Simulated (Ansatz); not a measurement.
**SiN2H4 + HCl: a complex and its separated parts, part 1 of 2**

Aim: how far the complex at one end of a reaction step lies below its separated, relaxed parts, level by level.

The runs use Ansatz 0.2.0, Gaussian basis; PBE0-D4/def2-TZVP structures, single points in def2-TZVPP, no counterpoise correction.

Levels: SPW92, PBE-D4, BLYP-D4, r2SCAN-D4, B97M-V, PBE0-D4, B3LYP-D4, r2SCAN0-D4, BHLYP-D4, CAM-B3LYP-D4, wB97X-V, wB97M-V, B2PLYP, PBE-QIDH, RPA on PBE, Hartree-Fock, MP2, CCSD, CCSD(T).

Correlated methods freeze the cores. B3LYP uses VWN-RPA correlation. B2PLYP carries no dispersion term here.

56 further runs of the same task are left out: 56 set aside as unsound or not needed.

### Step 1. Where the work starts

The complex: 9 atoms, charge 0, spin multiplicity 1.

Atoms are counted from 1 here; the program's logs count them from 0.

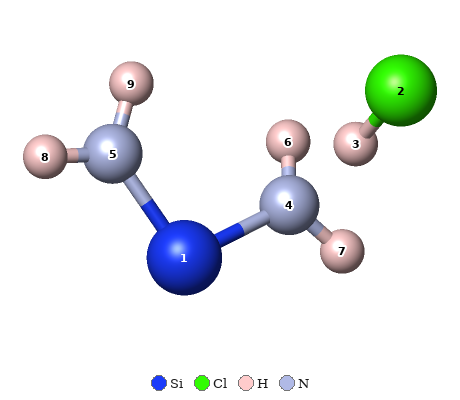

As it starts; silicon blue, chlorine green, hydrogen pink, nitrogen light blue; atoms are numbered from 1 in the order of the file.

Coordinates:

| atom | x (Å) | y (Å) | z (Å) |
| --- | --- | --- | --- |
| Si1 | 1.1271 | 0.8982 | -0.1709 |
| Cl2 | -0.5223 | -2.6609 | -1.0501 |
| H3 | 0.0174 | -1.7286 | -0.2912 |
| N4 | 0.5713 | -0.3834 | 0.8820 |
| N5 | -0.3879 | 1.5648 | -0.5892 |
| H6 | -0.3204 | -0.3720 | 1.3618 |
| H7 | 1.2615 | -0.8727 | 1.4333 |
| H8 | -0.4430 | 2.3273 | -1.2450 |
| H9 | -1.3037 | 1.2272 | -0.3307 |

Its parts: SiN2H4 holds atoms 1, 4, 5, 6, 7, 8, 9; HCl holds atoms 2, 3. Each part counts its atoms afresh in its own runs.

### Step 2. Relaxing SiN2H4 alone

File relax-a/in.yaml:

```yaml
crystal:
  periodic: [false, false, false]
  atoms:
    - {symbol: Si, position_ang: [1.127062, 0.898186, -0.170883]}
    - {symbol: N, position_ang: [0.571307, -0.383409, 0.882006]}
    - {symbol: N, position_ang: [-0.387942, 1.564834, -0.589215]}
    - {symbol: H, position_ang: [-0.320358, -0.371957, 1.361786]}
    - {symbol: H, position_ang: [1.261495, -0.872715, 1.433334]}
    - {symbol: H, position_ang: [-0.442995, 2.327297, -1.245010]}
    - {symbol: H, position_ang: [-1.303693, 1.227181, -0.330695]}
basis:
  gaussian: {orbitals: def2-TZVP}
hamiltonian: {xc: pbe0, dispersion: d4}
relax: {f_tol: 0.005, max_steps: 200}
```

Command:

```bash
$ ansatz run in.yaml --threads 4 --pin off --events-out ev --progress --plain --max-ram 9574MiB
```

What it wrote (excerpt; [...] marks lines left out):

```text
Functional definition: PBE0
  name "PBE0"
  cite "Adamo & Barone, J. Chem. Phys. 110, 6158 (1999) doi:10.1063/1.478522"
  cite "Perdew, Burke & Ernzerhof, Phys. Rev. Lett. 77, 3865 (1996) doi:10.1103/PhysRevLett.77.3865"
  parent pbe
[...]
754 factors; their error is unknown
[...]
mean field -10918.35912320 eV, -401.2422970479 hartree, gradient 1.6e-5 eV, S^2 0.000000; 0 other end points of the search recorded, 0 dependent functions left out
[...]
reference -10918.35914761 eV, -401.2422979452 hartree; 16, 16 occupied and 107, 107 virtual orbitals, 754 factors
[...]
Total energy: -10918.50048167 eV, -401.2474918761 hartree
Atom 0 at     1.116806     0.876472    -0.174420 Å, force    -0.000457    -0.000168     0.000242 eV/Å
Atom 1 at     0.601404    -0.290518     0.973423 Å, force     0.000529     0.000207    -0.000277 eV/Å
Atom 2 at    -0.395658     1.559310    -0.611720 Å, force     0.000909     0.000136    -0.000261 eV/Å
Atom 3 at    -0.341382    -0.485766     1.276099 Å, force     0.000280    -0.000246     0.000204 eV/Å
Atom 4 at     1.274014    -0.881053     1.433698 Å, force    -0.000777     0.000346    -0.000229 eV/Å
Atom 5 at    -0.440335     2.299740    -1.291983 Å, force    -0.000522    -0.000581     0.000597 eV/Å
Atom 6 at    -1.309973     1.311232    -0.263773 Å, force     0.000039     0.000306    -0.000277 eV/Å
Dipole moment:    -0.435098    -0.103881     0.152446 e Å
```

Wall time 8.5 s (4 threads of Arm Neoverse V1, shared host).

Relaxation path:

| step | energy from step 1 (eV) | largest force component (eV/Å) |
| --- | --- | --- |
| 1 | 0.0000 | 0.6092 |
| 2 | -0.0229 | 0.4734 |
| 3 | -0.0311 | 0.9211 |
| 4 | -0.0453 | 0.2672 |
| 5 | -0.0469 | 0.0529 |
| 6 | -0.0472 | 0.0150 |
| 7 | -0.0472 | 0.0134 |
| 8 | -0.0472 | 0.0009 |

Distances of close pairs at the start and the end, largest changes first:

| bond | before (Å) | after (Å) | change (Å) |
| --- | --- | --- | --- |
| Si1–N2 | 1.749 | 1.716 | -0.033 |
| Si1–N3 | 1.707 | 1.716 | +0.009 |
| N2–H4 | 1.013 | 1.009 | -0.003 |
| N2–H5 | 1.010 | 1.006 | -0.003 |
| N3–H6 | 1.007 | 1.006 | -0.001 |
| N3–H7 | 1.010 | 1.009 | -0.000 |

### Step 3. Relaxing HCl alone

File relax-b/in.yaml:

```yaml
crystal:
  periodic: [false, false, false]
  atoms:
    - {symbol: Cl, position_ang: [-0.522284, -2.660866, -1.050120]}
    - {symbol: H, position_ang: [0.017409, -1.728550, -0.291203]}
basis:
  gaussian: {orbitals: def2-TZVP}
hamiltonian: {xc: pbe0, dispersion: d4}
relax: {f_tol: 0.005, max_steps: 200}
```

Command:

```bash
$ ansatz run in.yaml --threads 4 --pin off --events-out ev --progress --plain --max-ram 9574MiB
```

What it wrote (excerpt; [...] marks lines left out):

```text
[... 5 set-up lines as earlier in the session ...]
[...]
312 factors; their error is unknown
[...]
mean field -12535.29362252 eV, -460.6635439004 hartree, gradient 4.3e-5 eV, S^2 0.000000; 0 other end points of the search recorded, 0 dependent functions left out
[...]
reference -12535.31647375 eV, -460.6643836677 hartree; 9, 9 occupied and 34, 34 virtual orbitals, 312 factors
Total energy: -12535.32105166 eV, -460.6645519027 hartree
Atom 0 at    -0.514324    -2.647115    -1.038927 Å, force    -0.000000    -0.000001    -0.000000 eV/Å
Atom 1 at     0.009449    -1.742301    -0.302396 Å, force     0.000000     0.000001     0.000000 eV/Å
Dipole moment:     0.107556     0.185803     0.151246 e Å
```

It took 0.8 s on 4 threads of Arm Neoverse V1, shared host.

Step by step:

| step | energy from step 1 (eV) | largest force component (eV/Å) |
| --- | --- | --- |
| 1 | 0.0000 | 0.8016 |
| 2 | -0.0193 | 0.3287 |
| 3 | -0.0228 | 0.0220 |
| 4 | -0.0228 | 0.0132 |
| 5 | -0.0228 | 0.0000 |

The bond:

| bond | before (Å) | after (Å) | change (Å) |
| --- | --- | --- | --- |
| Cl1–H2 | 1.318 | 1.279 | -0.039 |

### Step 4. SPW92/def2-TZVPP

File parta/in.yaml:

```yaml
crystal:
  periodic: [false, false, false]
  atoms:
    - {symbol: Si, position_ang: [1.116806, 0.876472, -0.174420]}
    - {symbol: N, position_ang: [0.601404, -0.290518, 0.973423]}
    - {symbol: N, position_ang: [-0.395658, 1.559310, -0.611720]}
    - {symbol: H, position_ang: [-0.341382, -0.485766, 1.276099]}
    - {symbol: H, position_ang: [1.274014, -0.881053, 1.433698]}
    - {symbol: H, position_ang: [-0.440335, 2.299740, -1.291983]}
    - {symbol: H, position_ang: [-1.309973, 1.311232, -0.263773]}
basis:
  gaussian: {orbitals: def2-TZVPP}
hamiltonian: {xc: lda}
```

File partb/in.yaml:

```yaml
crystal:
  periodic: [false, false, false]
  atoms:
    - {symbol: Cl, position_ang: [-0.514324, -2.647115, -1.038927]}
    - {symbol: H, position_ang: [0.009449, -1.742301, -0.302396]}
basis:
  gaussian: {orbitals: def2-TZVPP}
hamiltonian: {xc: lda}
```

One command serves all of them, each in its own folder.

Command:

```bash
$ ansatz run in.yaml --threads 4 --pin off --events-out ev --progress --plain --max-ram 9574MiB
```

parta printed (excerpt; [...] marks lines left out):

```text
Functional definition: SPW92
  name "SPW92"
  cite "Dirac, Proc. Camb. Phil. Soc. 26, 376 (1930) doi:10.1017/S0305004100016108"
  cite "Slater, Phys. Rev. 81, 385 (1951) doi:10.1103/PhysRev.81.385"
  cite "Perdew & Wang, Phys. Rev. B 45, 13244 (1992) doi:10.1103/PhysRevB.45.13244"
[...]
834 factors; their error is unknown
[...]
mean field -10869.04635247 eV, -399.4300861491 hartree, gradient 2.3e-5 eV, S^2 0.000000; 0 other end points of the search recorded, 0 dependent functions left out
reference -10869.04638349 eV, -399.4300872891 hartree; 16, 16 occupied and 144, 144 virtual orbitals, 834 factors
Total energy: -10869.04638349 eV, -399.4300872891 hartree
```

Output in partb (excerpt; [...] marks lines left out):

```text
[... 5 set-up lines as earlier in the session ...]
[...]
353 factors; their error is unknown
[...]
mean field -12498.56388250 eV, -459.3137508511 hartree, gradient 5.7e-5 eV, S^2 0.000000; 0 other end points of the search recorded, 0 dependent functions left out
reference -12498.56390191 eV, -459.3137515644 hartree; 9, 9 occupied and 47, 47 virtual orbitals, 353 factors
Total energy: -12498.56390191 eV, -459.3137515644 hartree
```

Times: 0.5 s (parta), 0.15 s (partb) on 4 threads of Arm Neoverse V1, shared host.

### Step 5. PBE-D4/def2-TZVPP

The same edit goes into each in.yaml of step 4 (parta, partb):

```diff
-hamiltonian: {xc: lda}
+hamiltonian: {xc: pbe, dispersion: d4}
```

One command serves all of them, each in its own folder.

Command:

```bash
$ ansatz run in.yaml --threads 4 --pin off --events-out ev --progress --plain --max-ram 9574MiB
```

parta printed (excerpt; [...] marks lines left out):

```text
Functional definition: PBE
  name "PBE"
[... 2 set-up lines as earlier in the session ...]
[...]
834 factors; their error is unknown
[...]
mean field -10917.65135702 eV, -401.2162871206 hartree, gradient 1.3e-5 eV, S^2 0.000000; 0 other end points of the search recorded, 0 dependent functions left out
reference -10917.65139010 eV, -401.2162883362 hartree; 16, 16 occupied and 144, 144 virtual orbitals, 834 factors
Total energy: -10917.76511427 eV, -401.2204676223 hartree
```

Output in partb (excerpt; [...] marks lines left out):

```text
[... 4 set-up lines as earlier in the session ...]
[...]
353 factors; their error is unknown
[...]
mean field -12534.30963339 eV, -460.6273829669 hartree, gradient 8.1e-5 eV, S^2 0.000000; 0 other end points of the search recorded, 0 dependent functions left out
reference -12534.30965430 eV, -460.6273837352 hartree; 9, 9 occupied and 47, 47 virtual orbitals, 353 factors
Total energy: -12534.31531546 eV, -460.6275917791 hartree
```

They took 0.85 s (parta), 0.15 s (partb) on 4 threads of Arm Neoverse V1, shared host.

### Step 6. BLYP-D4/def2-TZVPP

The same edit goes into each in.yaml of step 5 (parta, partb):

```diff
-hamiltonian: {xc: pbe, dispersion: d4}
+hamiltonian: {xc: {name: BLYP}, dispersion: d4}
```

Each run has its own folder and the same command.

Command:

```bash
$ ansatz run in.yaml --threads 4 --pin off --events-out ev --progress --plain --max-ram 9574MiB
```

parta printed (excerpt; [...] marks lines left out):

```text
Functional definition: BLYP
  name "BLYP"
  cite "Becke, Phys. Rev. A 38, 3098 (1988) doi:10.1103/PhysRevA.38.3098"
  cite "Lee, Yang & Parr, Phys. Rev. B 37, 785 (1988) doi:10.1103/PhysRevB.37.785"
[...]
834 factors; their error is unknown
[...]
mean field -10924.44421334 eV, -401.4659199861 hartree, gradient 1.2e-5 eV, S^2 0.000000; 0 other end points of the search recorded, 0 dependent functions left out
reference -10924.44450537 eV, -401.4659307181 hartree; 16, 16 occupied and 144, 144 virtual orbitals, 834 factors
Total energy: -10924.70357631 eV, -401.4754513994 hartree
```

Log of partb (excerpt; [...] marks lines left out):

```text
[... 4 set-up lines as earlier in the session ...]
[...]
353 factors; their error is unknown
[...]
mean field -12539.38861120 eV, -460.8140319589 hartree, gradient 4.5e-5 eV, S^2 0.000000; 0 other end points of the search recorded, 0 dependent functions left out
reference -12539.38881553 eV, -460.8140394675 hartree; 9, 9 occupied and 47, 47 virtual orbitals, 353 factors
Total energy: -12539.40230467 eV, -460.8145351846 hartree
```

They took 0.85 s (parta), 0.15 s (partb) on 4 threads of Arm Neoverse V1, shared host.

### Step 7. r2SCAN-D4/def2-TZVPP

Each input of step 6 (parta, partb) changes in the same lines:

```diff
-hamiltonian: {xc: {name: BLYP}, dispersion: d4}
+hamiltonian: {xc: r2scan, dispersion: d4}
```

The same command starts each run, in its folder.

Command:

```bash
$ ansatz run in.yaml --threads 4 --pin off --events-out ev --progress --plain --max-ram 9574MiB
```

parta printed (excerpt; [...] marks lines left out):

```text
Functional definition: r2SCAN
  name "r2SCAN"
  cite "Furness, Kaplan, Ning, Perdew & Sun, J. Phys. Chem. Lett. 11, 8208 (2020) doi:10.1021/acs.jpclett.0c02405"
  cite "Furness, Kaplan, Ning, Perdew & Sun, J. Phys. Chem. Lett. 11, 9248 (2020) doi:10.1021/acs.jpclett.0c03077"
  parent r2scan
[...]
834 factors; their error is unknown
[...]
mean field -10922.87498087 eV, -401.4082517563 hartree, gradient 5.5e-5 eV, S^2 0.000000; 0 other end points of the search recorded, 0 dependent functions left out
reference -10922.87499052 eV, -401.4082521111 hartree; 16, 16 occupied and 144, 144 virtual orbitals, 834 factors
Total energy: -10922.90062184 eV, -401.4091940446 hartree
```

Output in partb (excerpt; [...] marks lines left out):

```text
[... 5 set-up lines as earlier in the session ...]
[...]
353 factors; their error is unknown
[...]
mean field -12538.62224982 eV, -460.7858686975 hartree, gradient 3.1e-5 eV, S^2 0.000000; 0 other end points of the search recorded, 0 dependent functions left out
reference -12538.62225515 eV, -460.7858688934 hartree; 9, 9 occupied and 47, 47 virtual orbitals, 353 factors
Total energy: -12538.62352110 eV, -460.7859154162 hartree
```

Wall times: 1.7 s (parta), 0.5 s (partb) on 4 threads of Arm Neoverse V1, shared host.

### Step 8. B97M-V/def2-TZVPP

The same edit goes into each in.yaml of step 7 (parta, partb):

```diff
-hamiltonian: {xc: r2scan, dispersion: d4}
+hamiltonian: {xc: {name: B97M-V}}
```

The same command starts each run, in its folder.

Command:

```bash
$ ansatz run in.yaml --threads 4 --pin off --events-out ev --progress --plain --max-ram 9574MiB
```

Log of parta (excerpt; [...] marks lines left out):

```text
Functional definition: B97M-V
  name "B97M-V"
  cite "Mardirossian & Head-Gordon, J. Chem. Phys. 142, 074111 (2015) doi:10.1063/1.4907719"
  cite "Becke, J. Chem. Phys. 107, 8554 (1997) doi:10.1063/1.475007"
  cite "Vydrov & Van Voorhis, J. Chem. Phys. 133, 244103 (2010) doi:10.1063/1.3521275"
  # Of w^i u^j: cxij and so on, Table III.
[...]
  gx(w, u) = cx00 + cx01*u + cx02*u^2 + (cx10 + cx11*u)*w
[...]
  gos(w, u) = cos00 + cos01*u + cos03*u^3 + cos10*w + cos32*w^3*u^2
[...]
      + integral(e_c_pw_mod_opposite_spin*gos(b97_w_opposite, b97_u_opposite)) + vv10(b, c)
834 factors; their error is unknown
[...]
mean field -10922.79496594 eV, -401.4053112619 hartree, gradient 2.5e-5 eV, S^2 0.000000; 0 other end points of the search recorded, 0 dependent functions left out
reference -10922.79501553 eV, -401.4053130844 hartree; 16, 16 occupied and 144, 144 virtual orbitals, 834 factors
Total energy: -10922.79501553 eV, -401.4053130844 hartree
```

Log of partb (excerpt; [...] marks lines left out):

```text
[... 5 set-up lines as earlier in the session ...]
  # Of w^i u^j: cxij and so on, Table III.
[...]
  gx(w, u) = cx00 + cx01*u + cx02*u^2 + (cx10 + cx11*u)*w
[...]
  gos(w, u) = cos00 + cos01*u + cos03*u^3 + cos10*w + cos32*w^3*u^2
[...]
      + integral(e_c_pw_mod_opposite_spin*gos(b97_w_opposite, b97_u_opposite)) + vv10(b, c)
353 factors; their error is unknown
[...]
mean field -12536.22648118 eV, -460.6978258238 hartree, gradient 1.2e-5 eV, S^2 0.000000; 0 other end points of the search recorded, 0 dependent functions left out
reference -12536.22650930 eV, -460.6978268574 hartree; 9, 9 occupied and 47, 47 virtual orbitals, 353 factors
Total energy: -12536.22650930 eV, -460.6978268574 hartree
```

They took 3.2 s (parta), 0.45 s (partb) on 4 threads of Arm Neoverse V1, shared host.

### Step 9. PBE0-D4/def2-TZVPP

The same edit goes into each in.yaml of step 8 (parta, partb):

```diff
-hamiltonian: {xc: {name: B97M-V}}
+hamiltonian: {xc: pbe0, dispersion: d4}
+output: {orbitals: {seedname: orbitals}}
```

One command serves all of them, each in its own folder.

Command:

```bash
$ ansatz run in.yaml --threads 4 --pin off --events-out ev --progress --plain --max-ram 9574MiB
```

parta printed (excerpt; [...] marks lines left out):

```text
[... 5 set-up lines as earlier in the session ...]
[...]
837 factors; their error is unknown
[...]
mean field -10918.50296283 eV, -401.2475830567 hartree, gradient 8.8e-6 eV, S^2 0.000000; 0 other end points of the search recorded, 0 dependent functions left out
reference -10918.50298735 eV, -401.2475839581 hartree; 16, 16 occupied and 144, 144 virtual orbitals, 837 factors
Total energy: -10918.59705450 eV, -401.2510408619 hartree
```

Log of partb (excerpt; [...] marks lines left out):

```text
[... 5 set-up lines as earlier in the session ...]
[...]
384 factors; their error is unknown
[...]
mean field -12535.34597543 eV, -460.6654678345 hartree, gradient 3.6e-5 eV, S^2 0.000000; 0 other end points of the search recorded, 0 dependent functions left out
reference -12535.34599108 eV, -460.6654684094 hartree; 9, 9 occupied and 47, 47 virtual orbitals, 384 factors
Total energy: -12535.35056899 eV, -460.6656366444 hartree
```

Wall times: 1 s (parta), 0.15 s (partb) on 4 threads of Arm Neoverse V1, shared host.

### Step 10. B3LYP-D4/def2-TZVPP

The same edit goes into each in.yaml of step 9 (parta, partb):

```diff
-hamiltonian: {xc: pbe0, dispersion: d4}
-output: {orbitals: {seedname: orbitals}}
+hamiltonian: {xc: {name: B3LYP}, dispersion: d4}
```

The same command starts each run, in its folder.

Command:

```bash
$ ansatz run in.yaml --threads 4 --pin off --events-out ev --progress --plain --max-ram 9574MiB
```

Output in parta (excerpt; [...] marks lines left out):

```text
Functional definition: B3LYP
  name "B3LYP"
  cite "Stephens, Devlin, Chabalowski & Frisch, J. Phys. Chem. 98, 11623 (1994) doi:10.1021/j100096a001"
[... 2 set-up lines as earlier in the session ...]
  cite "Vosko, Wilk & Nusair, Can. J. Phys. 58, 1200 (1980) doi:10.1139/p80-159"
[...]
837 factors; their error is unknown
[...]
mean field -10926.06217775 eV, -401.5253790814 hartree, gradient 7.7e-5 eV, S^2 0.000000; 0 other end points of the search recorded, 0 dependent functions left out
reference -10926.06239220 eV, -401.5253869624 hartree; 16, 16 occupied and 144, 144 virtual orbitals, 837 factors
Total energy: -10926.24796558 eV, -401.5322066580 hartree
```

Output in partb (excerpt; [...] marks lines left out):

```text
[... 6 set-up lines as earlier in the session ...]
[...]
372 factors; their error is unknown
[...]
mean field -12539.99363317 eV, -460.8362661061 hartree, gradient 4.5e-5 eV, S^2 0.000000; 0 other end points of the search recorded, 0 dependent functions left out
reference -12539.99378523 eV, -460.8362716940 hartree; 9, 9 occupied and 47, 47 virtual orbitals, 372 factors
Total energy: -12540.00297185 eV, -460.8366092961 hartree
```

Wall times: 1.1 s (parta), 0.2 s (partb) on 4 threads of Arm Neoverse V1, shared host.

### Step 11. r2SCAN0-D4/def2-TZVPP

The same edit goes into each in.yaml of step 10 (parta, partb):

```diff
-hamiltonian: {xc: {name: B3LYP}, dispersion: d4}
+hamiltonian: {xc: {name: r2SCAN0}, dispersion: d4}
```

The same command starts each run, in its folder.

Command:

```bash
$ ansatz run in.yaml --threads 4 --pin off --events-out ev --progress --plain --max-ram 9574MiB
```

parta printed (excerpt; [...] marks lines left out):

```text
Functional definition: r2SCAN0
  name "r2SCAN0"
  cite "Bursch, Neugebauer, Ehlert & Grimme, J. Chem. Phys. 156, 134105 (2022) doi:10.1063/5.0086040"
[... 3 set-up lines as earlier in the session ...]
[...]
837 factors; their error is unknown
[...]
mean field -10922.34219267 eV, -401.3886721512 hartree, gradient 6.0e-5 eV, S^2 0.000000; 0 other end points of the search recorded, 0 dependent functions left out
reference -10922.34220034 eV, -401.3886724329 hartree; 16, 16 occupied and 144, 144 virtual orbitals, 837 factors
Total energy: -10922.37240311 eV, -401.3897823644 hartree
```

Output in partb (excerpt; [...] marks lines left out):

```text
[... 6 set-up lines as earlier in the session ...]
[...]
384 factors; their error is unknown
[...]
mean field -12538.53747091 eV, -460.7827531301 hartree, gradient 4.5e-6 eV, S^2 0.000000; 0 other end points of the search recorded, 0 dependent functions left out
reference -12538.53747516 eV, -460.7827532864 hartree; 9, 9 occupied and 47, 47 virtual orbitals, 384 factors
Total energy: -12538.53892869 eV, -460.7828067023 hartree
```

They took 1.8 s (parta), 0.5 s (partb) on 4 threads of Arm Neoverse V1, shared host.

### Step 12. BHLYP-D4/def2-TZVPP

The same edit goes into each in.yaml of step 11 (parta, partb):

```diff
-hamiltonian: {xc: {name: r2SCAN0}, dispersion: d4}
+hamiltonian: {xc: {name: BHLYP}, dispersion: d4}
```

Each run has its own folder and the same command.

Command:

```bash
$ ansatz run in.yaml --threads 4 --pin off --events-out ev --progress --plain --max-ram 9574MiB
```

Output in parta (excerpt; [...] marks lines left out):

```text
Functional definition: BHLYP
  name "BHLYP"
  cite "Becke, J. Chem. Phys. 98, 1372 (1993) doi:10.1063/1.464304"
[... 2 set-up lines as earlier in the session ...]
[...]
884 factors; their error is unknown
[...]
mean field -10923.60910342 eV, -401.4352302624 hartree, gradient 8.4e-6 eV, S^2 0.000000; 0 other end points of the search recorded, 0 dependent functions left out
reference -10923.60924757 eV, -401.4352355598 hartree; 16, 16 occupied and 144, 144 virtual orbitals, 884 factors
Total energy: -10923.74720466 eV, -401.4403053895 hartree
```

partb printed (excerpt; [...] marks lines left out):

```text
[... 5 set-up lines as earlier in the session ...]
[...]
403 factors; their error is unknown
[...]
mean field -12539.47115103 eV, -460.8170652414 hartree, gradient 2.7e-5 eV, S^2 0.000000; 0 other end points of the search recorded, 0 dependent functions left out
reference -12539.47125452 eV, -460.8170690449 hartree; 9, 9 occupied and 47, 47 virtual orbitals, 403 factors
Total energy: -12539.47730094 eV, -460.8172912465 hartree
```

Wall times: 1.1 s (parta), 0.2 s (partb) on 4 threads of Arm Neoverse V1, shared host.

(Continued in part 2 of 2.)
